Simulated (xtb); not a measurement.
**Geometry relaxation of Si2H6SO (part 4 of 4)**

Si2H6SO; GFN2-xTB (xtb 6.7.1). 

Geometry of the input (Å):
```
Si 0.3934  1.6908  0.3798
O  -0.3940  0.3498  -0.0521
Si -0.9554  -1.1189  -0.2252
S  0.6827  -2.4407  0.2526
H  0.2489  2.6176  -0.8745
H  1.6844  1.2673  0.5255
H  -0.2452  2.2135  1.5506
H  -1.9785  -1.3259  0.7394
H  -1.3532  -1.2732  -1.6828
H  1.5853  -1.8375  -0.3945
```

Trajectory as extended XYZ, continued
```
10
Properties=species:S:1:pos:R:3 step=9 energy=-380.13682
Si    0.3889    1.7235    0.3278
O    -0.4038    0.3791   -0.1309
Si   -0.9572   -1.1288   -0.2413
S     0.6232   -2.5053    0.2261
H     0.2492    2.6164   -0.8175
H     1.7797    1.3457    0.5778
H    -0.2749    2.2073    1.5345
H    -1.9733   -1.3576    0.7684
H    -1.3507   -1.2928   -1.6312
H     1.5875   -1.8445   -0.3949
10
Properties=species:S:1:pos:R:3 step=10 energy=-380.13700
Si    0.3878    1.7238    0.3278
O    -0.3963    0.3789   -0.1439
Si   -0.9557   -1.1277   -0.2414
S     0.6228   -2.5065    0.2264
H     0.2511    2.6219   -0.8139
H     1.7784    1.3466    0.5829
H    -0.2835    2.2003    1.5330
H    -1.9678   -1.3482    0.7740
H    -1.3565   -1.2973   -1.6286
H     1.5883   -1.8489   -0.3973
10
Properties=species:S:1:pos:R:3 step=11 energy=-380.13729
Si    0.3870    1.7234    0.3277
O    -0.3836    0.3779   -0.1658
Si   -0.9538   -1.1264   -0.2412
S     0.6230   -2.5057    0.2293
H     0.2551    2.6298   -0.8080
H     1.7766    1.3488    0.5920
H    -0.2970    2.1875    1.5304
H    -1.9603   -1.3337    0.7824
H    -1.3657   -1.3051   -1.6240
H     1.5872   -1.8537   -0.4040
10
Properties=species:S:1:pos:R:3 step=12 energy=-380.13751
Si    0.3867    1.7223    0.3274
O    -0.3694    0.3770   -0.1910
Si   -0.9516   -1.1248   -0.2407
S     0.6238   -2.5032    0.2343
H     0.2604    2.6382   -0.8012
H     1.7747    1.3526    0.6040
H    -0.3128    2.1717    1.5268
H    -1.9517   -1.3171    0.7919
H    -1.3755   -1.3144   -1.6183
H     1.5841   -1.8593   -0.4142
10
Properties=species:S:1:pos:R:3 step=13 energy=-380.13760
Si    0.3869    1.7212    0.3273
O    -0.3660    0.3769   -0.1982
Si   -0.9510   -1.1239   -0.2403
S     0.6251   -2.5002    0.2374
H     0.2632    2.6394   -0.7994
H     1.7738    1.3541    0.6093
H    -0.3180    2.1660    1.5249
H    -1.9492   -1.3118    0.7946
H    -1.3779   -1.3177   -1.6161
H     1.5817   -1.8611   -0.4206
10
Properties=species:S:1:pos:R:3 step=14 energy=-380.13769
Si    0.3869    1.7201    0.3271
O    -0.3651    0.3778   -0.2040
Si   -0.9502   -1.1229   -0.2395
S     0.6265   -2.4971    0.2401
H     0.2674    2.6395   -0.7987
H     1.7729    1.3569    0.6160
H    -0.3232    2.1615    1.5230
H    -1.9465   -1.3080    0.7978
H    -1.3791   -1.3207   -1.6140
H     1.5790   -1.8643   -0.4289
10
Properties=species:S:1:pos:R:3 step=15 energy=-380.13773
Si    0.3868    1.7197    0.3273
O    -0.3666    0.3790   -0.2053
Si   -0.9498   -1.1222   -0.2389
S     0.6280   -2.4948    0.2416
H     0.2704    2.6389   -0.7990
H     1.7720    1.3569    0.6202
H    -0.3258    2.1616    1.5217
H    -1.9453   -1.3074    0.7992
H    -1.3790   -1.3219   -1.6129
H     1.5780   -1.8669   -0.4351
10
Properties=species:S:1:pos:R:3 step=16 energy=-380.13780
Si    0.3859    1.7195    0.3281
O    -0.3699    0.3817   -0.2079
Si   -0.9489   -1.1210   -0.2376
S     0.6309   -2.4907    0.2442
H     0.2769    2.6382   -0.7995
H     1.7693    1.3553    0.6278
H    -0.3307    2.1634    1.5196
H    -1.9428   -1.3068    0.8022
H    -1.3787   -1.3244   -1.6110
H     1.5767   -1.8723   -0.4471
10
Properties=species:S:1:pos:R:3 step=17 energy=-380.13790
Si    0.3844    1.7197    0.3296
O    -0.3771    0.3865   -0.2092
Si   -0.9478   -1.1194   -0.2353
S     0.6364   -2.4834    0.2486
H     0.2873    2.6369   -0.8005
H     1.7641    1.3490    0.6389
H    -0.3371    2.1701    1.5159
H    -1.9395   -1.3084    0.8059
H    -1.3769   -1.3276   -1.6082
H     1.5749   -1.8805   -0.4668
10
Properties=species:S:1:pos:R:3 step=18 energy=-380.13796
Si    0.3828    1.7206    0.3311
O    -0.3835    0.3905   -0.2095
Si   -0.9469   -1.1184   -0.2335
S     0.6411   -2.4779    0.2512
H     0.2965    2.6357   -0.8016
H     1.7590    1.3420    0.6470
H    -0.3418    2.1772    1.5131
H    -1.9368   -1.3109    0.8089
H    -1.3752   -1.3298   -1.6061
H     1.5735   -1.8860   -0.4818
10
Properties=species:S:1:pos:R:3 step=19 energy=-380.13800
Si    0.3823    1.7212    0.3319
O    -0.3874    0.3921   -0.2077
Si   -0.9469   -1.1185   -0.2325
S     0.6439   -2.4753    0.2514
H     0.3011    2.6347   -0.8024
H     1.7562    1.3361    0.6503
H    -0.3430    2.1831    1.5112
H    -1.9360   -1.3140    0.8097
H    -1.3742   -1.3301   -1.6053
H     1.5726   -1.8863   -0.4877
10
Properties=species:S:1:pos:R:3 step=20 energy=-380.13801
Si    0.3821    1.7212    0.3321
O    -0.3882    0.3924   -0.2081
Si   -0.9470   -1.1187   -0.2321
S     0.6454   -2.4735    0.2515
H     0.3046    2.6340   -0.8029
H     1.7548    1.3334    0.6529
H    -0.3445    2.1845    1.5100
H    -1.9353   -1.3150    0.8108
H    -1.3749   -1.3309   -1.6046
H     1.5716   -1.8846   -0.4909
```

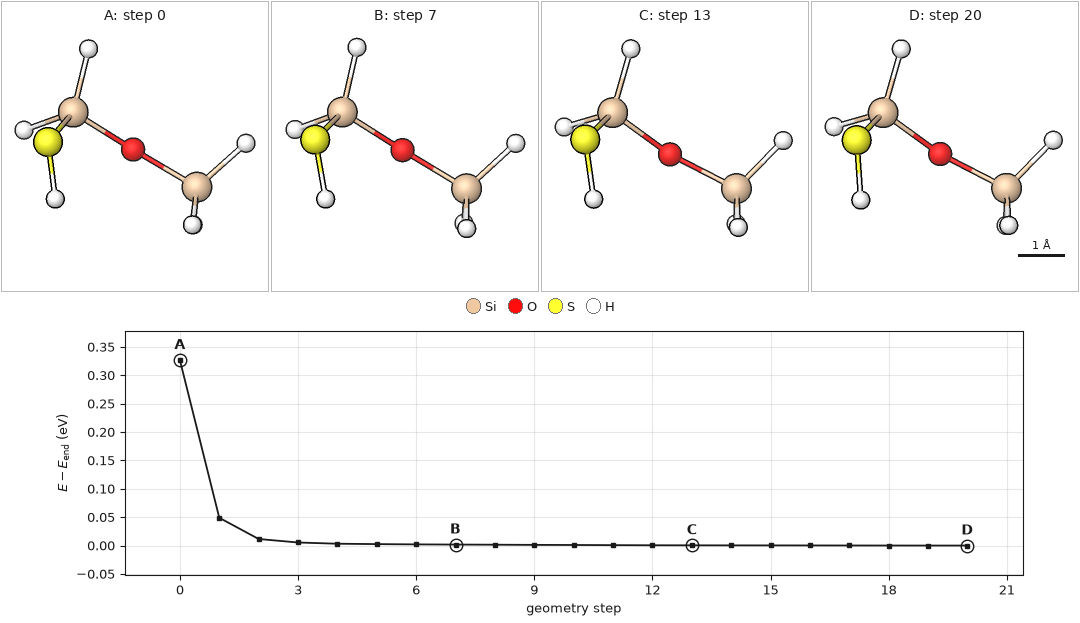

*Frames of the relaxation (ball-and-stick view, seen at a tilt) above the curves, on which the letters mark them (steps are counted from 0).*

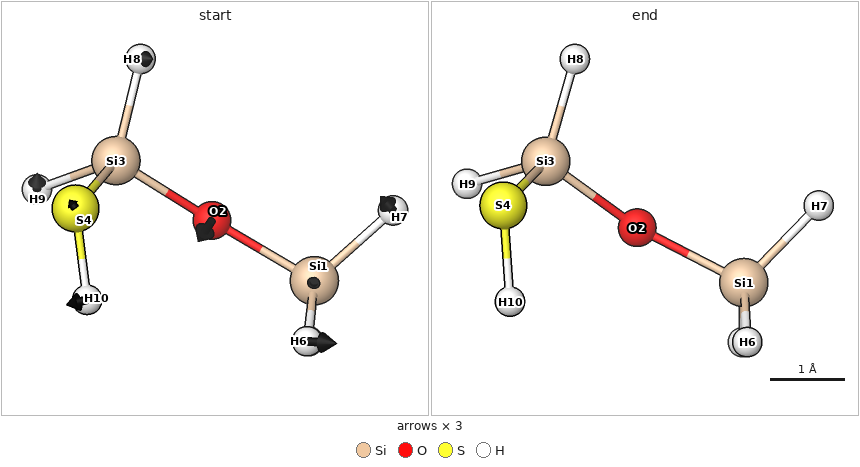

*Before (left) and after (right) the relaxation, at one scale (ball-and-stick view, seen at a tilt). The black arrows give the displacements, magnified 3 times.*

After 20 geometry steps the energy has fallen by 0.327 eV. The largest moves after the best rigid fit, 0.16 Å, are those of O2 and H6. Largest moves by element: O 0.16 Å, H 0.16 Å, Si 0.06 Å, S 0.05 Å. Among the contacts that change: Si1–H5 1.566 → 1.459 Å, Si1–H6 1.367 → 1.462 Å, Si3–H9 1.519 → 1.453 Å, S4–H10 1.264 → 1.325 Å. Among the angles that change: Si1–O2–Si3 166.9° → 159.1°, H6–Si1–H7 116.6° → 112.0°, O2–Si1–H6 103.4° → 107.5°. (Atoms are counted from 1 in the order of the input.)

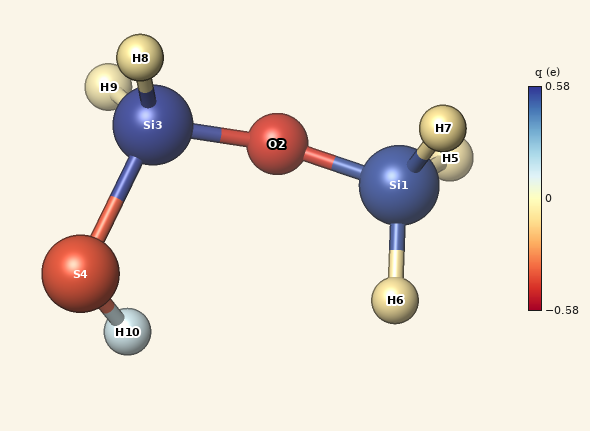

*Mulliken charges, as the colour of each atom (ball-and-stick view, seen at a tilt; atoms are numbered from 1 in the order of the input).*

By element: Si +0.52 to +0.55, O −0.45, S −0.40 and H −0.09 to +0.16 e.

Key numbers

- outcome: converged
- electrons treated: 26
- total energy: −13.969814 hartree
- dispersion energy: −0.006971 hartree
- basis functions: 40
- HOMO: −10.28 eV
- LUMO: −5.74 eV
- dipole moment: 2.83 D
- hardware: 1 thread of Intel Xeon @ 2.70GHz, 189 GiB of memory available, shared host
- peak memory: 0.071 GiB

Remarks

Settings chosen away from the usual ones: method = gfn2-xtb; task = optimise; x = {"model_hessian": "lindh"}; opt_level = tight; partner = base.
